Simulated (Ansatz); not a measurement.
CHMgSi (SMILES [C]1=[Si+][MgH-]1) (doublet)

```yaml
atoms:
  - { symbol: C, position_ang: [-1.0156, 2.5380, 2.1877] }
  - { symbol: Mg, position_ang: [0.4603, 1.6611, 0.9609] }
  - { symbol: Si, position_ang: [-0.3465, 4.0227, 2.6551] }
  - { symbol: H, position_ang: [1.4875, 0.7554, -0.0535] }
```

Geometry: PBE-D3(BJ)/def2-SVP.

All numbers below come from Ansatz 0.2.0, isolated molecule in a Gaussian basis; Kohn-Sham density functional theory, functional PBE0.

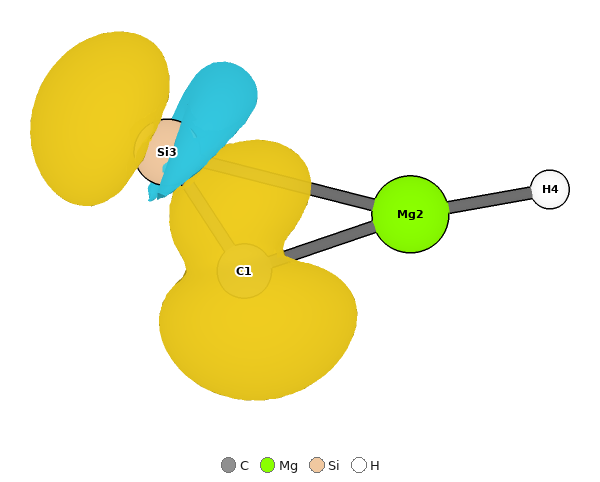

Figure 1. Isosurfaces of the spin density at +0.02 (yellow) and −0.02 e/Å³ (cyan), seen at a tilt.

### Where is the unpaired spin?

The unpaired spin (1 electron) lies mostly on C1 (about 0.7) and Si3 (about 0.3), in electrons by Hirshfeld's partition.

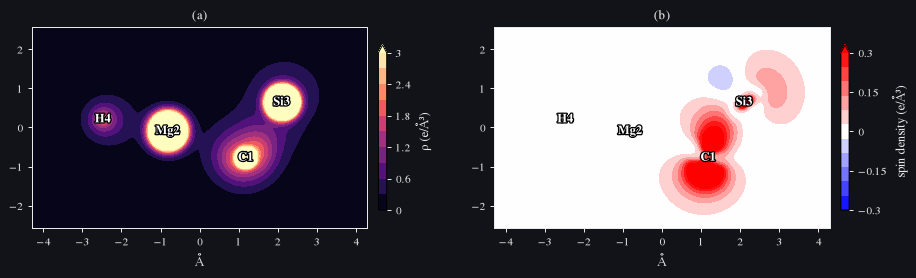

Figure 2. (a) total electron density; (b) spin density (α minus β) on the molecular plane.

### What does the map show?

The plane passes through C, Mg, Si and H nuclei.
C–Si (1.69 Å): ρ at the midpoint is about 1 e/Å³.
C–Mg (2.11 Å): ρ at the midpoint is about 0.4 e/Å³.
Mg–Si (3.02 Å): the density is about 0.29 e/Å³ at the midpoint.
Mg–H (1.70 Å): the density is about 0.37 e/Å³ at the midpoint.

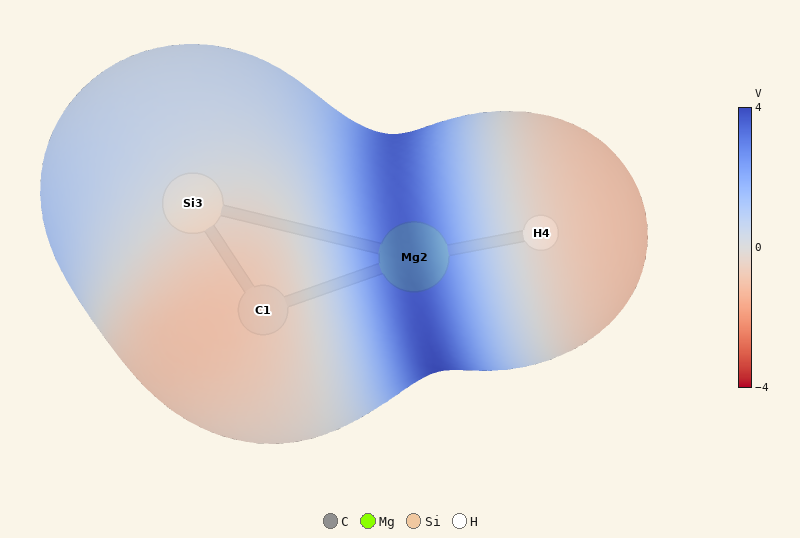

Figure 3. The molecular electrostatic potential painted on the density surface at 0.002 e/bohr³, seen across its widest extent; red is negative and blue positive.

### Which sites attract a positive test charge, and which a negative one?

A positive charge is drawn to the negative regions and a negative charge to the positive ones. The most negative region (about −1.0 V) lies over C1, Si3 and H4, the most positive (about +3.9 V) over Mg2.

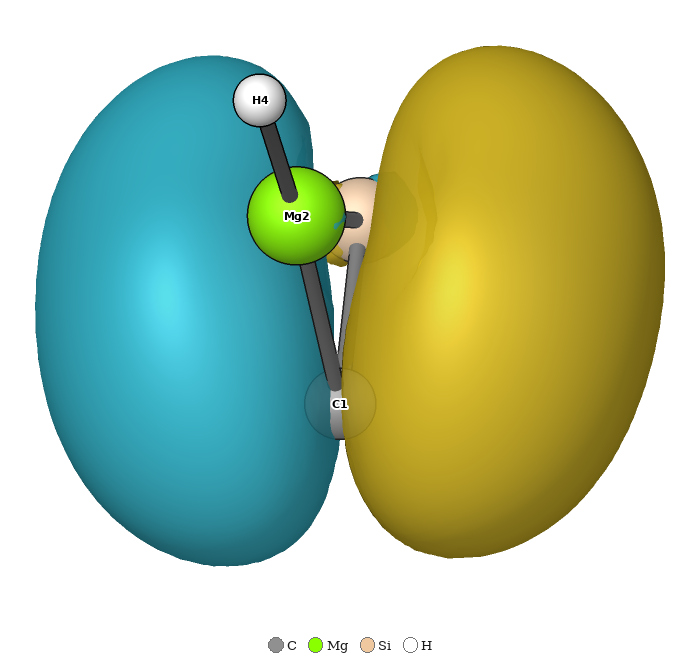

Figure 4. One frontier orbital at ±0.1 Å⁻³ᐟ² (yellow and cyan are the two phases), seen at an oblique angle.

### Which orbital is it: HOMO (β) or LUMO (β)?

The HOMO (β), at −6.60 eV. By Hirshfeld shares it lies mainly on C1 (about 45 %) and Si3 (about 45 %); it changes sign across the molecular plane (π type); π-bonding across C1–Si3.
